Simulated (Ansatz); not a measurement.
C2H5FGe (SMILES C[CH2][Ge][F])

Input

```
crystal:
  periodic: [false, false, false]
  atoms:
    - {symbol: C, position_ang: [-0.476656, 0.751475, -0.289448]}
    - {symbol: C, position_ang: [0.121224, -0.209708, 0.727225]}
    - {symbol: Ge, position_ang: [1.491887, -1.500762, 0.080657]}
    - {symbol: F, position_ang: [0.954187, -1.547994, -1.602365]}
    - {symbol: H, position_ang: [-0.868504, 0.215658, -1.155193]}
    - {symbol: H, position_ang: [-1.290395, 1.341238, 0.141784]}
    - {symbol: H, position_ang: [0.272693, 1.454917, -0.661025]}
    - {symbol: H, position_ang: [-0.658834, -0.866294, 1.147843]}
    - {symbol: H, position_ang: [0.542897, 0.315170, 1.593222]}
basis:
  gaussian: {orbitals: def2-TZVPP}
hamiltonian: {xc: pbe0, dispersion: d4}
output: {orbitals: {seedname: orbitals}}
```

Command:

```sh
ansatz run in.yaml --threads 4 --pin off --events-out ev --progress --plain --max-ram 10444MiB
```

Geometry: PBE0-D4/def2-TZVP.

Method: Ansatz 0.2.0, RKS PBE0-D4/def2-TZVPP.

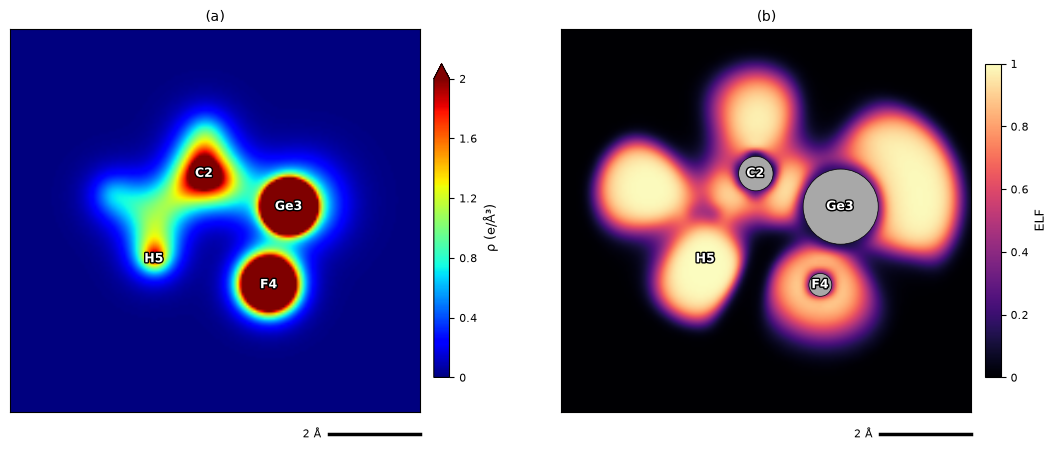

Figure 1. (a) electron density; (b) electron localisation function on the plane of atoms C2, Ge3 and F4. Grey discs cover the atomic cores in the ELF map.

What does the map show?

Answer. The plane passes through C, Ge, F and H nuclei. Ge–F (1.77 Å): ρ is about 0.89 e/Å³ halfway; the ELF peaks at about 0.85 in the valence shell of F, 0.5 Å from its nucleus, and is about 0.20 at the midpoint. C–Ge (1.99 Å): ρ is about 0.85 e/Å³ halfway; the ELF peaks at about 0.90 in the valence shell of C, 0.7 Å from its nucleus, and is about 0.75 at the midpoint. The ELF also peaks beside F4, away from the bonds: lone-pair regions.

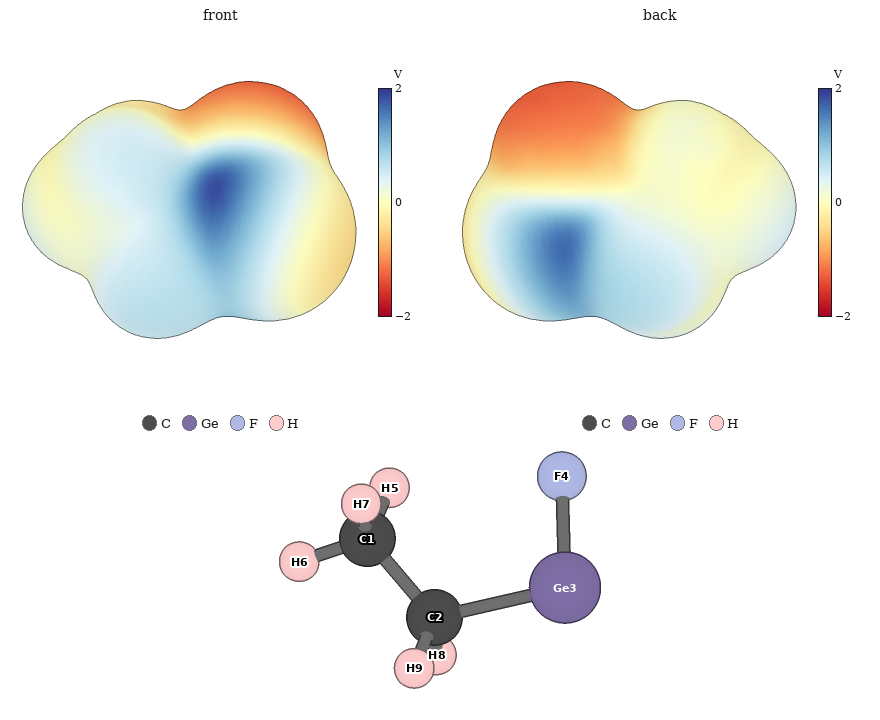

Figure 2. The molecular electrostatic potential painted on the density surface at 0.001 e/bohr³, seen from the front and from behind; the colour scale runs from red (negative) to blue (positive). The bare structure is drawn below in the same view.

Which sites attract a positive test charge, and which a negative one?

Answer. A positive charge is drawn to the negative regions and a negative charge to the positive ones. The most negative region (about −1.3 V) lies over F4, the most positive (about +1.8 V) over Ge3.

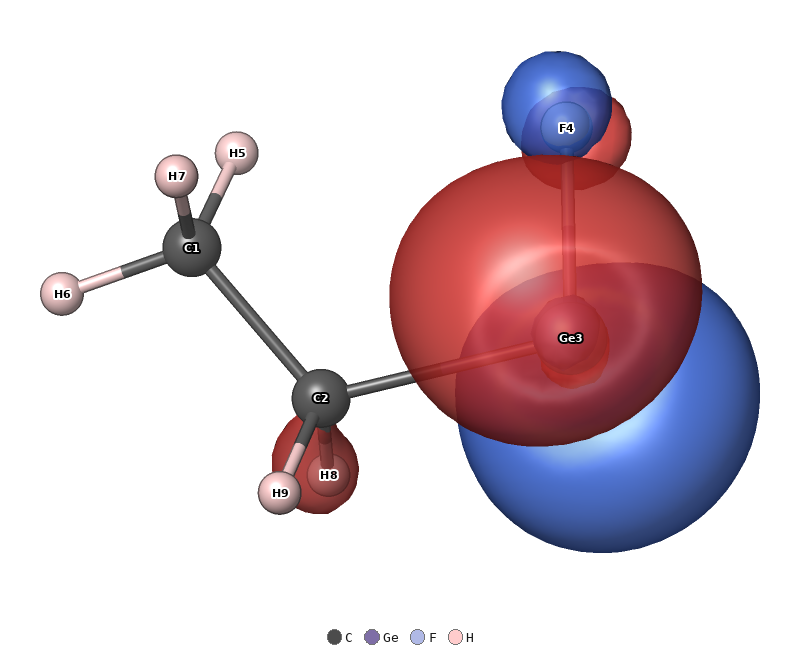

Figure 3. The LUMO at ±0.15 Å⁻³ᐟ² (blue and red are the two phases), seen at a tilt.

What is the character of this orbital?

Answer. By Hirshfeld shares it lies mainly on Ge3 (about 85 %) and F4 (about 5 %). Its energy is −2.30 eV.
